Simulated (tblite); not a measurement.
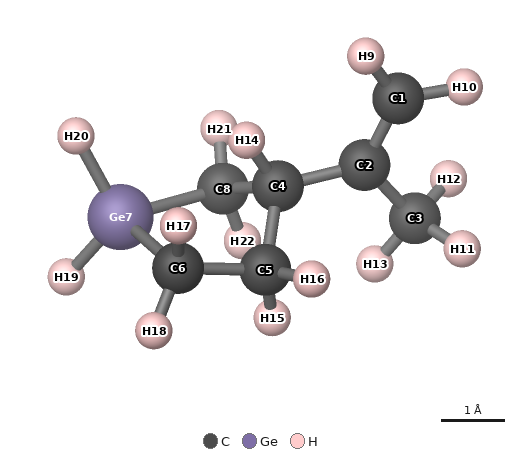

C₇H₁₄Ge, before the relaxation. Style: ball-and-stick. Shown from a free direction.

These are results of GFN2-xTB geometry optimisation, gas phase (tblite 0.8.0), not measurements.

```xyz
22

C    -2.2941    1.1531    0.5465
C    -1.5100    0.1311    0.2621
C    -2.1011   -1.2247    0.1040
C    -0.0691    0.3083    0.1293
C     0.4825   -0.0713   -1.2257
C     1.8489    0.5790   -1.3039
Ge    2.5039    0.1557    0.4857
C     0.7680   -0.5152    1.1401
H    -1.9442    2.1655    0.6887
H    -3.3763    0.9253    0.6336
H    -2.6988   -1.1792   -0.8482
H    -2.8039   -1.4275    0.9445
H    -1.3016   -1.9469    0.0241
H     0.2495    1.3628    0.3040
H     0.5513   -1.1838   -1.2514
H    -0.1821    0.3114   -2.0309
H     1.6927    1.6604   -1.4071
H     2.4877    0.1328   -2.0881
H     3.5736   -0.9318    0.5205
H     2.8791    1.4417    1.2684
H     0.5738   -0.2290    2.1744
H     0.6597   -1.5984    0.9283
```

> What does the optimiser find from here?

The energy falls by 56.3 kJ/mol in 120 geometry steps. H11 moves most after the best rigid fit: 0.76 Å. Largest moves by element: H 0.76 Å, C 0.34 Å, Ge 0.14 Å. Some distances before and after: C2–C4 1.458 → 1.506 Å, Ge7–H20 1.552 → 1.506 Å, C3–H11 1.125 → 1.090 Å, C1–H10 1.109 → 1.077 Å. Bond angles that change, for instance: C4–C8–Ge7 94.5° → 103.0°, H19–Ge7–H20 114.2° → 106.3°, H21–C8–H22 114.8° → 107.4°. Groups turn about C2–C3 by about 40°. The run took 0.99 s on 1 thread of Arm Neoverse V1 (shared host).

Step by step:

```csv
step,"E − E(0), kJ/mol"
0,0.00
1,-15.78
2,-24.22
3,-29.99
4,-33.71
5,-35.95
6,-38.05
7,-40.34
8,-41.59
9,-42.57
10,-43.34
16,-46.25
22,-48.50
27,-49.83
33,-51.14
39,-52.25
45,-52.87
51,-53.16
56,-53.62
62,-54.34
68,-54.93
74,-55.43
79,-55.55
85,-55.78
91,-55.96
97,-56.02
103,-56.09
108,-56.19
114,-56.28
120,-56.32
```

The structure at the end:

```xyz
22

C    -2.4303    0.9949    0.8024
C    -1.5810    0.1071    0.3083
C    -2.0220   -1.2770   -0.0644
C    -0.1277    0.4522    0.1122
C     0.4293    0.0376   -1.2550
C     1.8906    0.4764   -1.3365
Ge    2.5855    0.0423    0.4698
C     0.7568   -0.1810    1.1977
H    -2.1243    1.9948    1.0612
H    -3.4682    0.7606    0.9701
H    -2.0318   -1.3898   -1.1484
H    -3.0247   -1.4714    0.3078
H    -1.3478   -2.0281    0.3432
H    -0.0226    1.5409    0.1908
H     0.3764   -1.0485   -1.3508
H    -0.1632    0.4814   -2.0583
H     1.9505    1.5516   -1.5118
H     2.4069   -0.0184   -2.1569
H     3.4322   -1.2014    0.5455
H     3.3959    1.1433    1.1010
H     0.5857    0.2922    2.1627
H     0.5233   -1.2404    1.3083
```

The end point in the same view:

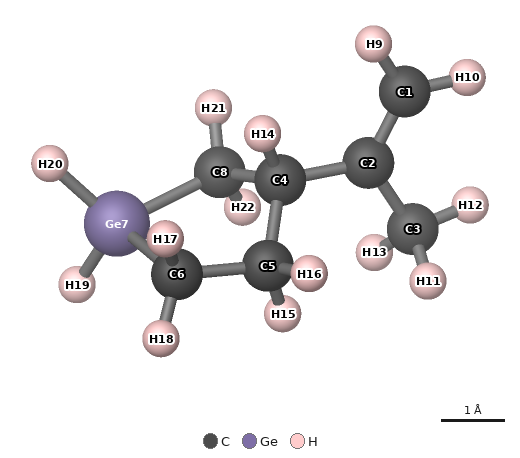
